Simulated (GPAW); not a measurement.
Band structure of TiZn (Pm-3m, 2 atoms in the cell).

```xyz
2
Lattice="3.1237 0.0000 0.0000 0.0000 3.1237 0.0000 0.0000 0.0000 3.1237" Properties=species:S:1:pos:R:3 pbc="T T T"
Ti     1.5619     1.5619     1.5619
Zn     0.0000     0.0000     0.0000
```

Computed with PBEsol, GPAW PAW datasets PBEsol (made by gpaw-setup) (plane waves; GPAW).

Settings: mode = pw; ecut = 850 eV; xc = PBEsol; kpts = 7 7 7; mesh shift (steps) = 0 0 0; occupations.name = fermi-dirac; occupations.width = 0.1 eV; nbands = -6; symmetry.symmorphic = false; symmetry.tolerance = 0.0005; maxiter = 100; bandpath_npoints = 40.

The starting cell comes from a database of computed structures (which also holds hypothetical and non-ambient phases and stackings), without a prior relaxation at this level. Spin polarisation is off.

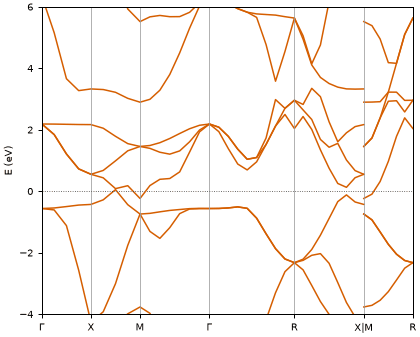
Figure: Bands along the path, energies from the Fermi level.

Levels in eV from the Fermi level, bands 9 to 16:
| point | 9 | 10 | 11 | 12 | 13 | 14 | 15 | 16 |
|---|---|---|---|---|---|---|---|---|
| Γ | -6.91 | -6.91 | -0.57 | -0.57 | 2.18 | 2.18 | 2.18 | 6.34 |
| X | -6.86 | -4.55 | -4.27 | -0.43 | 0.55 | 0.55 | 2.16 | 3.33 |
| M | -6.67 | -3.77 | -0.74 | -0.74 | -0.24 | 1.45 | 1.45 | 2.89 |
| R | -6.66 | -2.33 | -2.33 | -2.33 | 2.04 | 2.96 | 2.96 | 5.63 |

Bands cross the Fermi level along this path, so the cell is metallic at this level.
